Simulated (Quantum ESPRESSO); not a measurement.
# AlGaAs2 (P-4m2): zone-centre phonons, part 2 of 3

Aim: the zone-centre modes of AlGaAs2 (P-4m2).

Quantum ESPRESSO 7.5; DFT LDA, scalar-relativistic, plane waves, GBRV ultrasoft pseudopotentials.

So far. Step 2 (A probe with smearing): A gap of 0.91 eV opens on this mesh, so the crystal is taken as an insulator; the start stands at -0.95 GPa. Step 4 (Self-consistent run for the response): The cell stands at 0.0010 GPa, close enough for phonons. The relaxed cell has a = 3.982, c = 5.608 Å (conventional setting).

The structure was built from a prototype and need not be the compound's stable phase.

### 5. Zone-centre response

At q = 0 one unit cell holds all displacements; symmetry groups them into irreducible representations that are solved one by one. The response to a field gives ε∞ and the Born charges, which polar modes need.

The input, ph.in:

```
phonons
 &inputph
    prefix='x',
    outdir='./tmp',
    fildyn='g.dyn',
    tr2_ph=1.0d-18,
    epsil=.true.,
 /
0.000000000000 0.000000000000 0.000000000000
```

The run is started by

```console
OMP_NUM_THREADS=1 mpirun -n 4 ph.x -nk 4 -in ph.in > ph.out
```

Log:

```text
[banners, grids, parts of the stress and lines that vanish by symmetry left out]
[banner, memory and clock lines left out]
Program PHONON v.7.5

     ./tmp/x.save/

     IMPORTANT: XC functional enforced from input :
     Exchange-correlation= PZ
                           (   1   1   0   0   0   0   0)
     Any further DFT definition will be discarded
     Please, verify this is what you really want

     G-vector sticks info

     Reading collected, re-writing distributed wavefunctions in ./tmp/

     Number and degeneracy of irreps per q-point
       N         xq(1)         xq(2)         xq(3)   N irreps
       1   0.000000000   0.000000000   0.000000000       8
        1   1   1   1   2   2   2   2

     Calculation of q =    0.0000000   0.0000000   0.0000000

     phonons

     bravais-lattice index     =            6
     lattice parameter (alat)  =       7.5241  a.u.
     unit-cell volume          =     599.9889 (a.u.)^3
     number of atoms/cell      =            4
     number of atomic types    =            3
     kinetic-energy cut-off    =      50.0000  Ry
     charge density cut-off    =     300.0000  Ry
     convergence threshold     =      1.0E-18
     beta                      =       0.7000
     number of iterations used =            4
     Exchange-correlation= PZ
                           (   1   1   0   0   0   0   0)

     celldm(1)=    7.52407  celldm(2)=    0.00000  celldm(3)=    1.40859
     celldm(4)=    0.00000  celldm(5)=    0.00000  celldm(6)=    0.00000

     crystal axes: (cart. coord. in units of alat)
               a(1) = (  1.0000  0.0000  0.0000 )
               a(2) = (  0.0000  1.0000  0.0000 )
               a(3) = (  0.0000  0.0000  1.4086 )

     reciprocal axes: (cart. coord. in units 2 pi/alat)
               b(1) = (  1.0000  0.0000  0.0000 )
               b(2) = (  0.0000  1.0000  0.0000 )
               b(3) = (  0.0000  0.0000  0.7099 )

     Atoms inside the unit cell:

     Cartesian axes

     site n.  atom      mass           positions (alat units)
        1  Al     26.9815   tau(    1) = (    0.00000    0.00000    0.00000  )
        2  As     74.9216   tau(    2) = (    0.50000    0.00000    0.35216  )
        3  As     74.9216   tau(    3) = (    0.00000    0.50000    1.05643  )
        4  Ga     69.7230   tau(    4) = (    0.50000    0.50000    0.70430  )

     Computing dynamical matrix for
                    q = (   0.0000000   0.0000000   0.0000000 )

      9 Sym.Ops. (with q -> -q+G )

     G cutoff =  430.1963  (  52707 G-vectors)     FFT grid: ( 45, 45, 60)
     G cutoff =  286.7976  (  28659 G-vectors)  smooth grid: ( 36, 36, 48)
     number of k points=    45
                       cart. coord. in units 2pi/alat
        k(    1) = (   0.0000000   0.0000000   0.0000000), wk =   0.0078125
        k(    2) = (   0.0000000   0.0000000   0.1774821), wk =   0.0156250
        k(    3) = (   0.0000000   0.0000000  -0.3549643), wk =   0.0078125
        [... further k-points left out ...]

     PseudoPot. # 1 for Al read from file:
     ./pseudo/Al.upf
     Pseudo is Ultrasoft + core correction, Zval =  3.0

     PseudoPot. # 2 for As read from file:
     ./pseudo/As.upf
     Pseudo is Ultrasoft + core correction, Zval =  5.0

     PseudoPot. # 3 for Ga read from file:
     ./pseudo/Ga.upf
     Pseudo is Ultrasoft + core correction, Zval = 19.0

     Mode symmetry, D_2d (-42m) point group:

     Electric field:
     Dielectric constant
     Born effective charges as d Force / d E

     Atomic displacements:
     There are    8 irreducible representations

     Representation     1      1 modes -  To be done

     Representation     2      1 modes -  To be done

     Representation     3      1 modes -  To be done

     Representation     4      1 modes -  To be done

     Representation     5      2 modes -  To be done

     Representation     6      2 modes -  To be done

     Representation     7      2 modes -  To be done

     Representation     8      2 modes -  To be done

     Alpha used in Ewald sum =   2.8000

     Electric Fields Calculation

      iter #   1   av.it.:   9.9
      thresh= 1.000E-02 alpha_mix =  0.700 |ddv_scf|^2 =  1.956E-07

      [... iterations left out ...]
      iter #  10   av.it.:  19.9
      thresh= 7.006E-10 alpha_mix =  0.700 |ddv_scf|^2 =  7.662E-19

     End of electric fields calculation

          Dielectric constant in cartesian axis

          (      12.925833118       0.000000000       0.000000000 )
          (      -0.000000000      12.925833118       0.000000000 )
          (       0.000000000       0.000000000      12.204352813 )

          Effective charges (d Force / dE) in cartesian axis without acoustic sum rule applied (asr)

           atom    1  Al    Mean Z*:        1.99179
      Ex  (        1.94635        0.00000        0.00000 )
      Ey  (        0.00000        1.94635        0.00000 )
      Ez  (        0.00000        0.00000        2.08268 )
           atom    2  As    Mean Z*:       -2.15246
      Ex  (       -2.02488        0.00000        0.00000 )
      Ey  (        0.00000       -2.28068        0.00000 )
      Ez  (        0.00000        0.00000       -2.15182 )
           atom    3  As    Mean Z*:       -2.15246
      Ex  (       -2.28068        0.00000        0.00000 )
      Ey  (        0.00000       -2.02488        0.00000 )
      Ez  (        0.00000        0.00000       -2.15182 )
           atom    4  Ga    Mean Z*:        2.17920
      Ex  (        2.18492        0.00000        0.00000 )
      Ey  (        0.00000        2.18492        0.00000 )
      Ez  (        0.00000        0.00000        2.16775 )

          Effective charges Sum: Mean:       -0.13393
             -0.17429        0.00000        0.00000
              0.00000       -0.17429        0.00000
              0.00000        0.00000       -0.05320

          Effective charges (d Force / dE) in cartesian axis with asr applied:
           atom    1  Al    Mean Z*:        2.02527
      E*x (        1.98992       -0.00000        0.00000 )
      E*y (       -0.00000        1.98992        0.00000 )
      E*z (        0.00000        0.00000        2.09599 )
           atom    2  As    Mean Z*:       -2.11898
      E*x (       -1.98130       -0.00000        0.00000 )
      E*y (       -0.00000       -2.23710        0.00000 )
      E*z (        0.00000        0.00000       -2.13852 )
           atom    3  As    Mean Z*:       -2.11898
      E*x (       -2.23710        0.00000        0.00000 )
      E*y (       -0.00000       -1.98130        0.00000 )
      E*z (        0.00000        0.00000       -2.13852 )
           atom    4  Ga    Mean Z*:        2.21268
      E*x (        2.22849       -0.00000        0.00000 )
      E*y (        0.00000        2.22849        0.00000 )
      E*z (        0.00000        0.00000        2.18105 )

     Representation #   1 mode #   1

     Self-consistent Calculation

      iter #   1   av.it.:   7.6
      thresh= 1.000E-02 alpha_mix =  0.700 |ddv_scf|^2 =  3.850E-06

      [... iterations left out ...]
      iter #  11   av.it.:  20.8
      thresh= 1.634E-10 alpha_mix =  0.700 |ddv_scf|^2 =  4.121E-19

     End of self-consistent calculation

     Convergence has been achieved

     Representation #   2 mode #   2

     Self-consistent Calculation

      iter #   1   av.it.:   5.0
      thresh= 1.000E-02 alpha_mix =  0.700 |ddv_scf|^2 =  2.659E-07

      [... iterations left out ...]
      iter #   9   av.it.:  19.9
      thresh= 1.729E-10 alpha_mix =  0.700 |ddv_scf|^2 =  1.010E-19

     End of self-consistent calculation

     Convergence has been achieved

     Representation #   3 mode #   3

     Self-consistent Calculation

      iter #   1   av.it.:   7.6
      thresh= 1.000E-02 alpha_mix =  0.700 |ddv_scf|^2 =  1.103E-07

      [... iterations left out ...]
      iter #   9   av.it.:  21.3
      thresh= 4.436E-10 alpha_mix =  0.700 |ddv_scf|^2 =  8.534E-19

     End of self-consistent calculation

     Convergence has been achieved

     Representation #   4 mode #   4

     Self-consistent Calculation

[...]
[... iterations left out ...]
[...]
End of self-consistent calculation

     Convergence has been achieved

     Representation #   5 modes #   5   6

     Self-consistent Calculation

[...]
[... iterations left out ...]
[...]
End of self-consistent calculation

     Convergence has been achieved

     Representation #   6 modes #   7   8

     Self-consistent Calculation

[...]
[... iterations left out ...]
[...]
End of self-consistent calculation

     Convergence has been achieved

     Representation #   7 modes #   9  10

     Self-consistent Calculation

      iter #   1   av.it.:   8.1
      thresh= 1.000E-02 alpha_mix =  0.700 |ddv_scf|^2 =  5.200E-08

      [... iterations left out ...]
      iter #   8   av.it.:  22.7
      thresh= 4.980E-10 alpha_mix =  0.700 |ddv_scf|^2 =  5.237E-19

     End of self-consistent calculation

     Convergence has been achieved

     Representation #   8 modes #  11  12

     Self-consistent Calculation

      iter #   1   av.it.:   4.1
      thresh= 1.000E-02 alpha_mix =  0.700 |ddv_scf|^2 =  8.794E-09

      [... iterations left out ...]
      iter #   8   av.it.:  21.1
      thresh= 2.391E-10 alpha_mix =  0.700 |ddv_scf|^2 =  1.728E-19

     End of self-consistent calculation

     Convergence has been achieved

     Number of q in the star =    1
     List of q in the star:
          1   0.000000000   0.000000000   0.000000000

          Dielectric constant in cartesian axis

          (      12.925833118       0.000000000       0.000000000 )
          (      -0.000000000      12.925833118       0.000000000 )
          (       0.000000000       0.000000000      12.204352813 )

          Effective charges (d Force / dE) in cartesian axis without acoustic sum rule applied (asr)

           atom    1  Al    Mean Z*:        1.99179
      Ex  (        1.94635        0.00000        0.00000 )
      Ey  (        0.00000        1.94635        0.00000 )
      Ez  (        0.00000        0.00000        2.08268 )
           atom    2  As    Mean Z*:       -2.15246
      Ex  (       -2.02488        0.00000        0.00000 )
      Ey  (        0.00000       -2.28068        0.00000 )
      Ez  (        0.00000        0.00000       -2.15182 )
           atom    3  As    Mean Z*:       -2.15246
      Ex  (       -2.28068        0.00000        0.00000 )
      Ey  (        0.00000       -2.02488        0.00000 )
      Ez  (        0.00000        0.00000       -2.15182 )
           atom    4  Ga    Mean Z*:        2.17920
      Ex  (        2.18492        0.00000        0.00000 )
      Ey  (        0.00000        2.18492        0.00000 )
      Ez  (        0.00000        0.00000        2.16775 )

          Effective charges Sum: Mean:       -0.13393
             -0.17429        0.00000        0.00000
              0.00000       -0.17429        0.00000
              0.00000        0.00000       -0.05320

          Effective charges (d Force / dE) in cartesian axis with asr applied:
           atom    1  Al    Mean Z*:        2.02527
      E*x (        1.98992       -0.00000        0.00000 )
      E*y (       -0.00000        1.98992        0.00000 )
      E*z (        0.00000        0.00000        2.09599 )
           atom    2  As    Mean Z*:       -2.11898
      E*x (       -1.98130       -0.00000        0.00000 )
      E*y (       -0.00000       -2.23710        0.00000 )
      E*z (        0.00000        0.00000       -2.13852 )
           atom    3  As    Mean Z*:       -2.11898
      E*x (       -2.23710        0.00000        0.00000 )
      E*y (       -0.00000       -1.98130        0.00000 )
      E*z (        0.00000        0.00000       -2.13852 )
           atom    4  Ga    Mean Z*:        2.21268
      E*x (        2.22849       -0.00000        0.00000 )
      E*y (        0.00000        2.22849        0.00000 )
      E*z (        0.00000        0.00000        2.18105 )

     Diagonalizing the dynamical matrix

     q = (    0.000000000   0.000000000   0.000000000 )

 **************************************************************************
     freq (    1) =      -0.209505 [THz] =      -6.988325 [cm-1]
     freq (    2) =      -0.209505 [THz] =      -6.988325 [cm-1]
     freq (    3) =      -0.196330 [THz] =      -6.548875 [cm-1]
     freq (    4) =       2.494697 [THz] =      83.214145 [cm-1]
     freq (    5) =       2.494697 [THz] =      83.214145 [cm-1]
     freq (    6) =       6.503404 [THz] =     216.930202 [cm-1]
     freq (    7) =       7.582603 [THz] =     252.928398 [cm-1]
     freq (    8) =       7.604294 [THz] =     253.651960 [cm-1]
     freq (    9) =       7.604294 [THz] =     253.651960 [cm-1]
     freq (   10) =      10.724633 [THz] =     357.735237 [cm-1]
     freq (   11) =      10.724633 [THz] =     357.735237 [cm-1]
     freq (   12) =      11.227238 [THz] =     374.500362 [cm-1]
 **************************************************************************

     Mode symmetry, D_2d (-42m) point group:

     freq (   1-   2) =         -7.0  [cm-1]   --> E    X_5  W_3   I+R
     freq (   3-   3) =         -6.5  [cm-1]   --> B_2  X_3  W_2   I+R
     freq (   4-   5) =         83.2  [cm-1]   --> E    X_5  W_3   I+R
     freq (   6-   6) =        216.9  [cm-1]   --> A_1  X_1  W_1   R
     freq (   7-   7) =        252.9  [cm-1]   --> B_2  X_3  W_2   I+R
     freq (   8-   9) =        253.7  [cm-1]   --> E    X_5  W_3   I+R
     freq (  10-  11) =        357.7  [cm-1]   --> E    X_5  W_3   I+R
     freq (  12-  12) =        374.5  [cm-1]   --> B_2  X_3  W_2   I+R
```

Run time: 16 min. Hardware: 4 MPI ranks of Intel Xeon at 2.70GHz, shared host.

This step gave:

```
miss of the charge sum rule                                       : 0.1743 e
largest acoustic frequency at the zone centre before the sum rule : -6.99 cm⁻¹
highest optical zone-centre mode (no LO-TO term)                  : 374.5 cm⁻¹
lowest optical zone-centre mode                                   : 83.21 cm⁻¹
mean high-frequency dielectric constant                           : 12.69
largest Born charge in size (third of the trace)                  : 2.179 e
```

Born charge (rows field, columns displacement), before the sum rule (e), principal values of the symmetric part by kind of site:

| atom | atoms with these values | low | middle | high | mean |
| --- | --- | --- | --- | --- | --- |
| Al1 | 1 | 1.95 | 1.95 | 2.08 | 1.99 |
| As2 | 2 | -2.28 | -2.15 | -2.02 | -2.15 |
| Ga4 | 1 | 2.17 | 2.18 | 2.18 | 2.18 |

In full for Ga4:

```
2.18 0.00 0.00
0.00 2.18 0.00
0.00 0.00 2.17
```

High-frequency dielectric tensor:

```
12.93  0.00  0.00
 0.00 12.93  0.00
 0.00  0.00 12.20
```

The acoustic modes at Γ come out as far as 7.0 cm⁻¹ from zero, where they should vanish, a small numerical error; the Born charges miss their sum rule by 0.17 e, too much: mesh or cutoff is short for the field response.

### 6. Zone-centre analysis

A rigid shift of the crystal must cost nothing, but grids and finite bases break this; the acoustic sum rule is imposed before the matrix is diagonalised again. With Born charges the intensities follow, and the static dielectric tensor.

The input, dynmat.in:

```
 &input
    fildyn='g.dyn',
    asr='crystal',
    fileig='dynmat.eig',
    lperm=.true.,
 /
```

The run is started by

```console
dynmat.x -in dynmat.in > dynmat.out
```

Log:

```text
[banner, memory and clock lines left out]
Program DYNMAT v.7.5

     Reading Dynamical Matrix from file g.dyn
     ...Force constants read
     ...epsilon and Z* read
     Acoustic Sum Rule: || Z*(ASR) - Z*(orig)|| =    1.260794E-01
     Acoustic Sum Rule: ||dyn(ASR) - dyn(orig)||=    4.421566E-04
     A direction for q was not specified:TO-LO splitting will be absent

     Polarizability (A^3 units)
     multiply by 0.204285 for Clausius-Mossotti correction
        84.377264   -0.000000    0.000000
         0.000000   84.377264    0.000000
         0.000000    0.000000   79.272671

     IR activities are in (D/A)^2/amu units

# mode   [cm-1]    [THz]      IR
    1     -0.00   -0.0000    0.0000
    2     -0.00   -0.0000    0.0000
    3      0.00    0.0000    0.0000
    4     83.20    2.4943    0.0056
    5     83.20    2.4943    0.0056
    6    216.93    6.5034    0.0000
    7    252.93    7.5827    2.7799
    8    253.65    7.6043    2.3459
    9    253.65    7.6043    2.3459
   10    357.75   10.7251    5.4275
   11    357.75   10.7251    5.4275
   12    374.51   11.2276    5.3671

Electronic dielectric permittivity tensor (relative, adimensional)
        12.925833   -0.000000    0.000000
         0.000000   12.925833    0.000000
         0.000000    0.000000   12.204353

 ... with zone-center polar mode contributions
        14.837330   -0.000000    0.000000
        -0.000000   14.837330   -0.000000
         0.000000   -0.000000   14.164710

[end of the log left out, with the tail of the file of modes that dynmat.x writes under the same name]
```

Wall time 0.75 s (1 thread).

Read from the output:

* lowest optical zone-centre mode: 83.2 cm⁻¹
* mean static dielectric constant: 14.61

Unit eigenvectors of the mass-weighted matrix after the sum rule; no LO-TO term. The modes at Γ (shares of kinetic energy by element, %):

| mode | frequency (cm⁻¹) | Al % | As % | Ga % |
| --- | --- | --- | --- | --- |
| 1 | 0.0 | 11 | 61 | 28 |
| 2 | 0.0 | 11 | 61 | 28 |
| 3 | 0.0 | 11 | 61 | 28 |
| 4 | 83.2 | 16 | 60 | 24 |
| 5 | 83.2 | 16 | 60 | 24 |
| 6 | 216.9 | 0 | 100 | 0 |
| 7 | 252.9 | 2 | 27 | 71 |
| 8 | 253.6 | 1 | 52 | 47 |
| 9 | 253.6 | 1 | 52 | 47 |
| 10 | 357.8 | 72 | 27 | 1 |
| 11 | 357.8 | 72 | 27 | 1 |
| 12 | 374.5 | 87 | 12 | 0 |

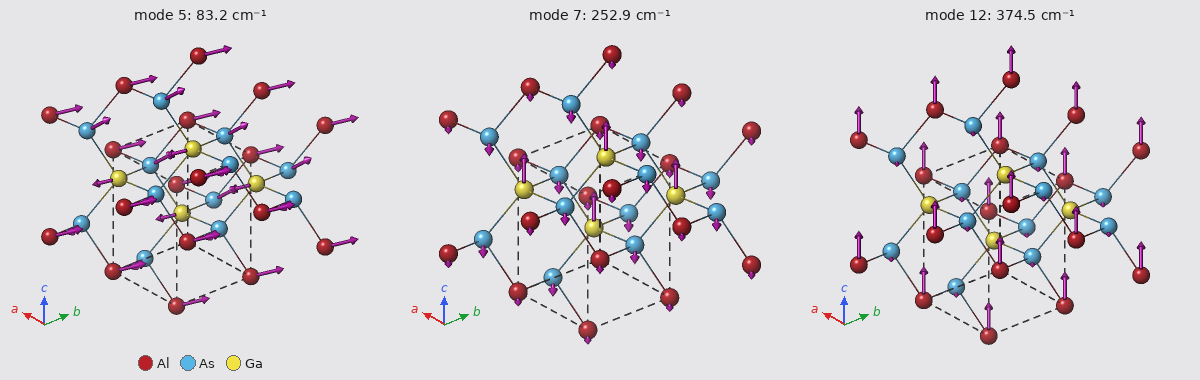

Displacement patterns of modes 5, 7 and 12 at Γ; arrows are exaggerated. 2×2×1 cells are drawn. Some periodic images of atoms are drawn too.

Degenerate modes summed, no LO-TO term. Infrared lines, with heights relative to the strongest:

| position (cm⁻¹) | lines merged | IR intensity, relative |
| --- | --- | --- |
| 83 | 2 | 0.1 |
| 217 | 1 | 0.0 |
| 253 | 1 | 26 |
| 254 | 2 | 43 |
| 358 | 2 | 100 |
| 375 | 1 | 49 |

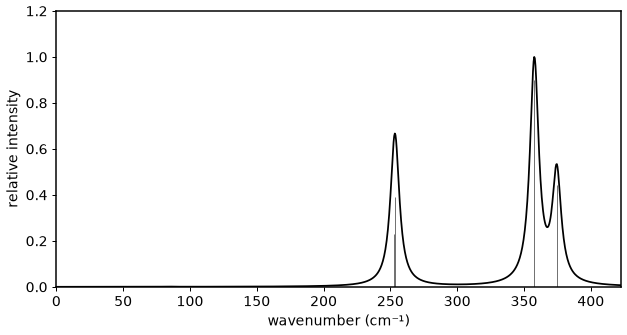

The infrared spectrum, broadened with Lorentzians of width 8 cm⁻¹; bars mark the lines.

Static dielectric tensor (ions relaxed, fixed cell):

```
14.84  0.00  0.00
 0.00 14.84  0.00
 0.00  0.00 14.16
```

The rule moves no optical mode by more than 0.1 cm⁻¹.

### 7. Sum rules set otherwise (asr no)

Without the rule the raw error of the acoustic modes shows.

The input, dynmat.in:

```
 &input
    fildyn='g.dyn',
    asr='no',
    fileig='dynmat.eig',
    lperm=.true.,
 /
```

The run is started by

```console
dynmat.x -in dynmat.in > dynmat.out
```

Log:

```text
[banner, memory and clock lines left out]
Program DYNMAT v.7.5

     Reading Dynamical Matrix from file g.dyn
     ...Force constants read
     ...epsilon and Z* read
     A direction for q was not specified:TO-LO splitting will be absent

     Polarizability (A^3 units)
     multiply by 0.204285 for Clausius-Mossotti correction
        84.377264   -0.000000    0.000000
         0.000000   84.377264    0.000000
         0.000000    0.000000   79.272671

     IR activities are in (D/A)^2/amu units

# mode   [cm-1]    [THz]      IR
    1     -6.99   -0.2095    0.0028
    2     -6.99   -0.2095    0.0028
    3     -6.55   -0.1963    0.0003
    4     83.21    2.4947    0.0072
    5     83.21    2.4947    0.0072
    6    216.93    6.5034    0.0000
    7    252.93    7.5826    2.7814
    8    253.65    7.6043    2.3471
    9    253.65    7.6043    2.3471
   10    357.74   10.7246    5.3261
   11    357.74   10.7246    5.3261
   12    374.50   11.2272    5.3339

Electronic dielectric permittivity tensor (relative, adimensional)
        12.925833   -0.000000    0.000000
         0.000000   12.925833    0.000000
         0.000000    0.000000   12.204353

 ... with zone-center polar mode contributions
        14.824165    0.000000   -0.000000
         0.000000   14.824165    0.000000
        -0.000000    0.000000   14.159654

7 [cm-1]
[end of the log left out, with the tail of the file of modes that dynmat.x writes under the same name]
```

Run time: 0.67 s. Hardware: 1 thread.

Read from the output:

```yaml
lowest_optical_zone_centre_mode: 83.21 cm⁻¹
mean_static_dielectric_constant: 14.60
```

Zone-centre frequencies as printed; negative means imaginary. Modes:

```
mode  frequency (cm⁻¹)
   1             -6.99
   2             -6.99
   3             -6.55
   4             83.21
   5             83.21
   6             216.9
   7             252.9
   8             253.7
   9             253.7
  10             357.7
  11             357.7
  12             374.5
```

Against the first rule no mode moves by more than 7.0 cm⁻¹.

(Continued in part 3 of 3.)

[Host names and launcher messages were left out of these logs when they were recorded.]

[Logs are printed without paths, hosts, clocks, repeated set-up lines and the standing remarks that a program may print on its own settings, such as how far it seeks lower states.]

[Hosts, paths, dates, database ids (printed as entryN), source tags and the programs' standing remarks are cut or masked in the printed files.]
